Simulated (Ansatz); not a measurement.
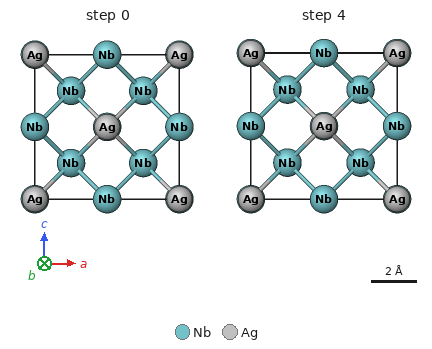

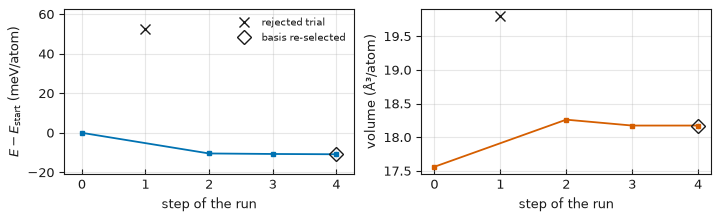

First and last geometry of a relaxation of solid Nb3Ag (a generated structure, set up in Fm-3m) (coarse preliminary run), with the history of the run. Style: ball-and-stick. Shown: the conventional cell (4 times the calculation's cell), along the b axis. Lengths and directions refer to the drawn axes.

Method: Ansatz 0.2.0, DFT PBE, scalar-relativistic, plane waves, PAW.

The input:
```yaml
crystal:
  lattice:
    - [0.0, 3.27484505, 3.27484505]
    - [3.27484505, 0.0, 3.27484505]
    - [3.27484505, 3.27484505, 0.0]
  atoms:
    - { symbol: Nb, position: [0.75, 0.75, 0.75] }
    - { symbol: Nb, position: [0.5, 0.5, 0.5] }
    - { symbol: Nb, position: [0.25, 0.25, 0.25] }
    - { symbol: Ag, position: [0.0, 0.0, 0.0] }
basis:
  ecutwfc: 420
kpoints:
  mp_grid: { grid: [4, 4, 4] }
hamiltonian:
  xc: pbe
scf:
  occupations: { method: gaussian, width: 0.1 }
  lower_state_search: "off"
output:
  forces: true
  stress: true
  eigenvalues: true
relax:
  adjacent_minimum: "off"
  f_tol: 0.04
  max_steps: 70
  cell: { stress_tol: 0.4 }
```

Command:
```bash
ansatz run input.yaml --threads 1 --pin off --max-ram 2048MiB --backend cpu --events-out ev --progress --plain --runs-dir out
```

### What do the curves and the structures tell?

It converged. After 2 accepted moves (4 points after the start) the energy has fallen by 10.8 meV per atom. All forces vanish by symmetry, so only the cell relaxes. The pressure goes from 5.89 to −0.05 GPa. The line search rejected the trial step at point 1 of the run. The SCF was repeated once at an unchanged geometry on a basis and grid sized afresh for the cell, which shifted the energy by 0.1 meV per atom at most. The atoms keep their places relative to the cell (all moves are under 0.005 Å). The volume changes by +3.5 %, with a = b = c 6.550 → 6.625 Å (+1.2 %). Among the contacts that change: Nb1–Nb3 3.275 → 3.313 Å, Nb1–Nb2 2.836 → 2.869 Å, Nb1–Ag4 2.836 → 2.869 Å. The space group stays Fm-3m (No. 225). The run took 12 s on 1 thread of Arm Neoverse N1 (shared host), peak memory 0.33 GiB.
